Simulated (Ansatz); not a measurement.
CH6AlNO: molecular dynamics (part 1 of 2)

The run: molecular dynamics of CH6AlNO, SMILES C[NH][AlH][OH]. Method and program: RKS r2SCAN/6-31G* (Ansatz 0.2.0).

The geometry comes from this level: PBE0-D4/def2-TZVP. Figures and captions count atoms from 1; the log counts them from 0 in places.

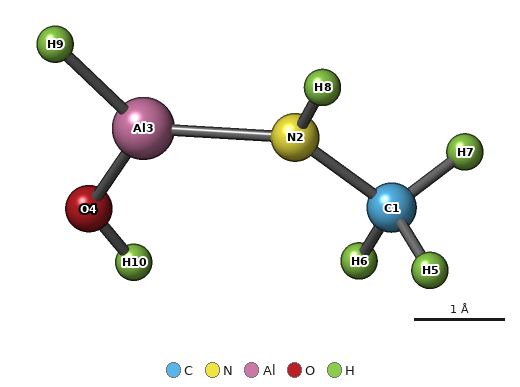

Figure 1. The structure as given in the input (ball-and-stick view, seen at a tilt; atoms are numbered from 1 in the order of the input). Sticks mark near contacts. Bond lengths as drawn: Al–H 1.57 Å, Al–N 1.77 Å, Al–O 1.70 Å, C–H 1.09 to 1.10 Å, C–N 1.45 Å, H–N 1.01 Å and H–O 0.95 Å.

Key numbers

| quantity | value |
| --- | --- |
| outcome | finished |
| mean temperature over the second half | 426 K |
| trajectory | 20 steps, 10 fs |
| ensemble | nvt_langevin |
| temperature in the input | 700 K |
| time step | 0.5 fs |
| potential energy (last step) | −11266.2840 eV |
| SCF solution under orbital rotations (last step) | stable |
| largest force (length of the vector) (last step) | 2.577 eV/Å |
| dipole moment (last step) | 2.61 D |
| hardware | 2 threads of Arm Neoverse V2, 23 GiB of memory available, shared host |
| wall time | 45 s (CPU time 87 s) |
| peak memory | 0.13 GiB |

Notes

So short a trajectory is not equilibrated. The logged temperature at the start can lie below the typed one, since it is counted over all degrees of freedom. The temperature stays far from the 700 K of the thermostat over the second half: the run isn't equilibrated.

Input
```yaml
crystal:
  periodic: [false, false, false]
  atoms:
    - {symbol: C, position_ang: [-1.069544, 0.306429, -0.876636]}
    - {symbol: N, position_ang: [-0.485336, -0.655460, 0.031040]}
    - {symbol: Al, position_ang: [1.013013, -0.565073, 0.965424]}
    - {symbol: O, position_ang: [2.031376, 0.789202, 0.894588]}
    - {symbol: H, position_ang: [-2.061381, 0.642721, -0.551020]}
    - {symbol: H, position_ang: [-0.437649, 1.196253, -0.938616]}
    - {symbol: H, position_ang: [-1.169716, -0.084539, -1.896480]}
    - {symbol: H, position_ang: [-1.050646, -1.487780, 0.112381]}
    - {symbol: H, position_ang: [1.428987, -1.763858, 1.895021]}
    - {symbol: H, position_ang: [1.883995, 1.570905, 0.367397]}
basis:
  gaussian: {orbitals: "6-31G*"}
hamiltonian: {xc: {name: r2SCAN}}
md: {timestep: 0.5 fs, n_steps: 20, ensemble: nvt_langevin, temperature: 700, initial_velocities: maxwell_boltzmann, friction: 0.01, seed: 535}
```

Launch command:
```bash
ansatz run in.yaml --threads 2 --pin off --events-out ev --progress --plain --max-ram 4352MiB
```

What the program printed
```
Functional definition: r2SCAN
  name "r2SCAN"
  cite "Furness, Kaplan, Ning, Perdew & Sun, J. Phys. Chem. Lett. 11, 8208 (2020) doi:10.1021/acs.jpclett.0c02405"
  cite "Furness, Kaplan, Ning, Perdew & Sun, J. Phys. Chem. Lett. 11, 9248 (2020) doi:10.1021/acs.jpclett.0c03077"
  parent r2scan
  parameter k0 = 0.174
  parameter k1 = 0.065
  parameter a1 = 4.9479
  exchange = r2scan_x(k0 = k0, k1 = k1, a1 = a1)
  correlation = r2scan_c
958 factors; their error is unknown
mean field evaluation 1: about -11254.4058 eV, gradient 7.9e1 eV
mean field evaluation 2: about -11224.5826 eV, gradient 1.4e2 eV
mean field evaluation 4: about -11266.5685 eV, gradient 7.0e0 eV
mean field evaluation 8: about -11266.6697 eV, gradient 1.8e-1 eV
mean field evaluation 16: about -11266.6241 eV, gradient 8.4e-5 eV
mean field -11266.62411846 eV, -414.0407995614 hartree, gradient 5.5e-6 eV, S^2 0.000000; 0 other end points of the search recorded, 0 dependent functions left out
the calculation of the forces begins
reference -11266.62413155 eV, -414.0408000422 hartree; 20, 20 occupied and 56, 56 virtual orbitals, 958 factors
md step     0: t =     0.00 fs  T =   630.0 K  F+E_penalty+E_count = -11266.62411846 eV  E_kin = 0.814338 eV  (27 SCF iters)
these checks for a lower state are left out or cut short: starts, cluster_reference, orbital_swaps, neighbouring_geometries, increment
958 factors; their error is unknown
mean field -11266.61199217 eV, -414.0403539285 hartree, gradient 1.3e-5 eV, S^2 0.000000; 0 other end points of the search recorded, 0 dependent functions left out
[... from here on the field's lines of each further geometry are left out, up to the last ...]
md step     1: t =     0.50 fs  T =   632.2 K  F+E_penalty+E_count = -11266.61199217 eV  E_kin = 0.817130 eV  (29 SCF iters)
md step     2: t =     1.00 fs  T =   608.8 K  F+E_penalty+E_count = -11266.57768105 eV  E_kin = 0.786928 eV  (30 SCF iters)
md step     3: t =     1.50 fs  T =   558.1 K  F+E_penalty+E_count = -11266.52818350 eV  E_kin = 0.721371 eV  (30 SCF iters)
md step     4: t =     2.00 fs  T =   544.6 K  F+E_penalty+E_count = -11266.47157431 eV  E_kin = 0.703923 eV  (30 SCF iters)
md step     5: t =     2.50 fs  T =   506.1 K  F+E_penalty+E_count = -11266.41558128 eV  E_kin = 0.654245 eV  (31 SCF iters)
md step     6: t =     3.00 fs  T =   453.0 K  F+E_penalty+E_count = -11266.36514753 eV  E_kin = 0.585488 eV  (31 SCF iters)
md step     7: t =     3.50 fs  T =   442.9 K  F+E_penalty+E_count = -11266.32453009 eV  E_kin = 0.572548 eV  (30 SCF iters)
md step     8: t =     4.00 fs  T =   419.4 K  F+E_penalty+E_count = -11266.29565673 eV  E_kin = 0.542160 eV  (31 SCF iters)
md step     9: t =     4.50 fs  T =   429.7 K  F+E_penalty+E_count = -11266.27943803 eV  E_kin = 0.555386 eV  (30 SCF iters)
md step    10: t =     5.00 fs  T =   429.7 K  F+E_penalty+E_count = -11266.27641298 eV  E_kin = 0.555370 eV  (31 SCF iters)
md step    11: t =     5.50 fs  T =   452.5 K  F+E_penalty+E_count = -11266.27992182 eV  E_kin = 0.584892 eV  (31 SCF iters)
md step    12: t =     6.00 fs  T =   458.1 K  F+E_penalty+E_count = -11266.27876983 eV  E_kin = 0.592192 eV  (30 SCF iters)
md step    13: t =     6.50 fs  T =   411.7 K  F+E_penalty+E_count = -11266.26562646 eV  E_kin = 0.532174 eV  (31 SCF iters)
md step    14: t =     7.00 fs  T =   438.5 K  F+E_penalty+E_count = -11266.24958902 eV  E_kin = 0.566756 eV  (31 SCF iters)
md step    15: t =     7.50 fs  T =   431.3 K  F+E_penalty+E_count = -11266.23980138 eV  E_kin = 0.557485 eV  (31 SCF iters)
md step    16: t =     8.00 fs  T =   413.9 K  F+E_penalty+E_count = -11266.23876988 eV  E_kin = 0.535028 eV  (30 SCF iters)
md step    17: t =     8.50 fs  T =   425.2 K  F+E_penalty+E_count = -11266.24684990 eV  E_kin = 0.549673 eV  (28 SCF iters)
md step    18: t =     9.00 fs  T =   406.5 K  F+E_penalty+E_count = -11266.25781683 eV  E_kin = 0.525418 eV  (31 SCF iters)
md step    19: t =     9.50 fs  T =   401.2 K  F+E_penalty+E_count = -11266.27103067 eV  E_kin = 0.518576 eV  (31 SCF iters)
the calculation of the forces begins
reference -11266.28400688 eV, -414.0283006911 hartree; 20, 20 occupied and 56, 56 virtual orbitals, 958 factors
958 factors; their error is unknown
mean field evaluation 192: about -11266.2840 eV, gradient 3.8e-2 eV
mean field -11266.28399382 eV, -414.0283002113 hartree, gradient 2.2e-5 eV, S^2 0.000000; 1 other end points of the search recorded, 0 dependent functions left out
the calculation of the forces begins
reference -11266.28400688 eV, -414.0283006911 hartree; 20, 20 occupied and 56, 56 virtual orbitals, 958 factors
md step    20: t =    10.00 fs  T =   414.4 K  F+E_penalty+E_count = -11266.28399382 eV  E_kin = 0.535714 eV  (29 SCF iters)
```

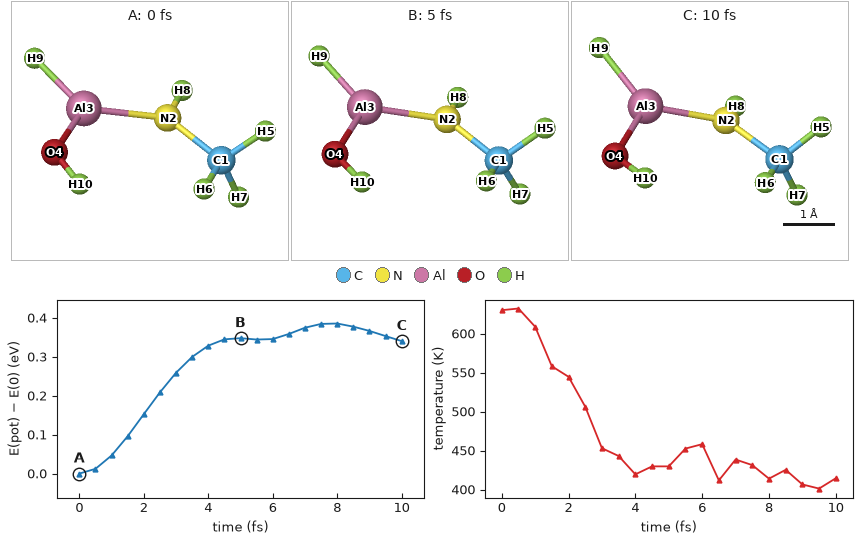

Figure 2. Frames of the molecular dynamics (ball-and-stick, seen at a tilt) above the curves, on which the letters mark them. The trajectory kept here has 21 frames over 10 fs. The temperature starts at 630 K, ranges from 401 to 632 K and averages 426 K over the second half. The potential energy ends 0.340 eV above its first value. After an unweighted best fit of the last frame on the first, the root-mean-square displacement is 0.15 Å, and H8 has moved furthest (0.26 Å).

```
Total energy: -11266.28400688 eV, -414.0283006911 hartree
Atom 0 at    -1.051319     0.333609    -0.816106 Å, force    -0.073558     0.514542    -0.592900 eV/Å
Atom 1 at    -0.463506    -0.608132     0.046193 Å, force    -0.446173    -1.902197    -0.001201 eV/Å
Atom 2 at     0.961459    -0.578777     0.997085 Å, force     2.246955     0.486376     1.163937 eV/Å
Atom 3 at     2.096856     0.742393     0.750094 Å, force    -0.587212    -0.537379     0.398140 eV/Å
Atom 4 at    -2.025096     0.553865    -0.453623 Å, force    -1.392521     0.741761     0.330732 eV/Å
Atom 5 at    -0.470578     1.267349    -0.818102 Å, force    -0.059139    -0.137718    -0.415651 eV/Å
Atom 6 at    -1.210170    -0.101483    -1.801824 Å, force     0.323485     0.373231    -0.660667 eV/Å
Atom 7 at    -0.896591    -1.525863    -0.079533 Å, force    -0.048079     0.214801     0.314291 eV/Å
Atom 8 at     1.231946    -1.772644     2.088062 Å, force     0.008338     0.534279    -0.550601 eV/Å
Atom 9 at     1.820687     1.593430     0.380127 Å, force     0.027905    -0.287696     0.013921 eV/Å
Dipole moment:    -0.448357     0.088546    -0.294881 e Å
```

Trajectory as extended XYZ (Å, eV, eV/Å), 21 frames, from step=0 to step=20
```
10
Properties=species:S:1:pos:R:3:forces:R:3 step=0 time_fs=0.0 energy=-11266.62412 temperature=630.0
C    -1.0695    0.3064   -0.8766   -0.0794   0.0715  -0.0909
N    -0.4853   -0.6555    0.0310    0.0061   0.0307  -0.0125
Al    1.0130   -0.5651    0.9654    0.0294  -0.1831   0.1216
O     2.0314    0.7892    0.8946    0.3359  -0.0202   0.2325
H    -2.0614    0.6427   -0.5510   -0.1523   0.0498   0.0480
H    -0.4376    1.1963   -0.9386    0.1145   0.0975   0.0221
H    -1.1697   -0.0845   -1.8965   -0.0183  -0.0604  -0.1549
H    -1.0506   -1.4878    0.1124   -0.1679  -0.2249   0.0114
H     1.4290   -1.7639    1.8950    0.0218  -0.0815   0.0579
H     1.8840    1.5709    0.3674   -0.0898   0.3206  -0.2351
10
Properties=species:S:1:pos:R:3:forces:R:3 step=1 time_fs=0.5 energy=-11266.61199 temperature=632.2
C    -1.0633    0.3076   -0.8737   -0.9768   0.0271   0.0460
N    -0.4857   -0.6515    0.0319   -0.0580  -0.3007   0.1002
Al    1.0101   -0.5669    0.9668    0.0883   0.1082  -0.0010
O     2.0342    0.7872    0.8871    0.2719  -0.0213   0.2016
H    -2.0722    0.6480   -0.5426    0.2928  -0.1400  -0.1079
H    -0.4529    1.2027   -0.9166    0.3518   0.2748  -0.1090
H    -1.1795   -0.0928   -1.8907    0.0775   0.0713  -0.1133
H    -1.0449   -1.4957    0.1078   -0.0500   0.0169  -0.0271
H     1.4185   -1.7491    1.8938    0.0850  -0.2675   0.1962
H     1.8829    1.5769    0.3698   -0.0825   0.2312  -0.1857
10
Properties=species:S:1:pos:R:3:forces:R:3 step=2 time_fs=1.0 energy=-11266.57768 temperature=608.8
C    -1.0574    0.3088   -0.8705   -1.7480   0.0016   0.1035
N    -0.4862   -0.6474    0.0327   -0.1101  -0.6341   0.2135
Al    1.0072   -0.5685    0.9681    0.1420   0.3788  -0.1214
O     2.0369    0.7850    0.8793    0.1989   0.0902   0.1109
H    -2.0826    0.6524   -0.5341    0.6614  -0.2970  -0.2393
H    -0.4670    1.2107   -0.8949    0.5331   0.3936  -0.2246
H    -1.1896   -0.1005   -1.8862    0.1771   0.2141  -0.0340
H    -1.0393   -1.5034    0.1036    0.0596   0.2558  -0.0628
H     1.4087   -1.7357    1.8931    0.1434  -0.4416   0.3286
H     1.8825    1.5845    0.3708   -0.0574   0.0386  -0.0744
10
Properties=species:S:1:pos:R:3:forces:R:3 step=3 time_fs=1.5 energy=-11266.52818 temperature=558.1
C    -1.0521    0.3098   -0.8672   -2.3392   0.0234   0.0977
N    -0.4863   -0.6432    0.0335   -0.1756  -0.9781   0.3108
Al    1.0043   -0.5701    0.9694    0.1962   0.6265  -0.2318
O     2.0394    0.7824    0.8716    0.1231   0.2800  -0.0140
H    -2.0906    0.6557   -0.5255    0.9226  -0.4127  -0.3389
H    -0.4794    1.2202   -0.8750    0.6464   0.4312  -0.3272
H    -1.2001   -0.1082   -1.8824    0.2761   0.3588   0.0643
H    -1.0339   -1.5109    0.0978    0.1729   0.4959  -0.0871
H     1.3989   -1.7238    1.8930    0.1976  -0.6032   0.4541
H     1.8819    1.5929    0.3708   -0.0200  -0.2217   0.0720
10
Properties=species:S:1:pos:R:3:forces:R:3 step=4 time_fs=2.0 energy=-11266.47157 temperature=544.6
C    -1.0474    0.3105   -0.8643   -2.7514   0.1079   0.0854
N    -0.4859   -0.6392    0.0343   -0.2415  -1.2988   0.3825
Al    1.0014   -0.5716    0.9706    0.2634   0.8497  -0.3225
O     2.0418    0.7797    0.8637    0.0518   0.4479  -0.1167
H    -2.0952    0.6576   -0.5170    1.0839  -0.4925  -0.4110
H    -0.4898    1.2308   -0.8556    0.6939   0.3823  -0.4253
H    -1.2102   -0.1155   -1.8785    0.3701   0.4929   0.1448
H    -1.0276   -1.5185    0.0905    0.2705   0.7121  -0.0993
H     1.3880   -1.7138    1.8944    0.2452  -0.7421   0.5648
H     1.8815    1.6005    0.3705    0.0142  -0.4594   0.1974
10
Properties=species:S:1:pos:R:3:forces:R:3 step=5 time_fs=2.5 energy=-11266.41558 temperature=506.1
C    -1.0432    0.3110   -0.8617   -3.0260   0.2698   0.1088
N    -0.4853   -0.6360    0.0348   -0.2523  -1.5236   0.4376
Al    0.9983   -0.5729    0.9719    0.3479   1.0416  -0.3898
O     2.0443    0.7772    0.8555   -0.0194   0.5911  -0.1990
H    -2.0981    0.6575   -0.5089    1.1849  -0.5417  -0.4640
H    -0.4979    1.2421   -0.8364    0.6792   0.2546  -0.5208
H    -1.2197   -0.1218   -1.8735    0.4549   0.5997   0.1733
H    -1.0191   -1.5243    0.0827    0.3032   0.8305  -0.1024
H     1.3770   -1.7063    1.8968    0.2819  -0.8484   0.6524
H     1.8805    1.6075    0.3697    0.0458  -0.6737   0.3037
```
